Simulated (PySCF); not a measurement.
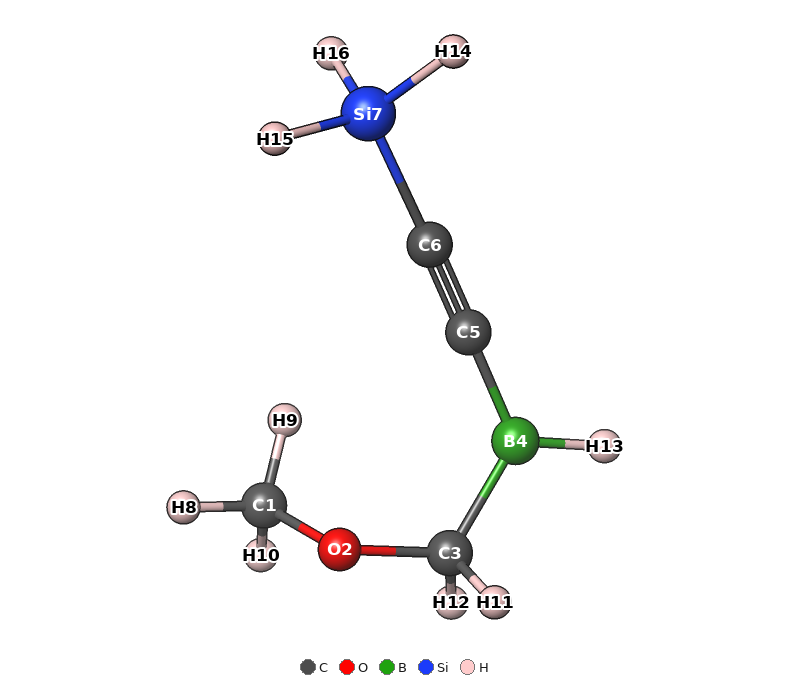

Computed geometry: GFN2-xTB optimisation. No frequency run is at hand to confirm it as a minimum. Electric field gradients from the ground-state density, PBE0/pcSseg-1 (PySCF 2.14.0), non-relativistic apart from any core potentials.

Give the largest field-gradient component, the quadrupole coupling constant and the asymmetry for 17O at O2 (Q = −25.6 mb), 11B at B4 (Q = 40.59 mb).

| atom | V_zz (a.u.) | e²qQ/h (MHz) | η |
| --- | --- | --- | --- |
| O2 | −2.089 | 12.57 | 0.97 |
| B4 | 0.567 | 5.41 | 0.12 |

The geometry is semi-empirical. Around B, Si such bond lengths and angles can be off by a tenth of an ångström or more and by several degrees, and values that hang on the shape move with them.
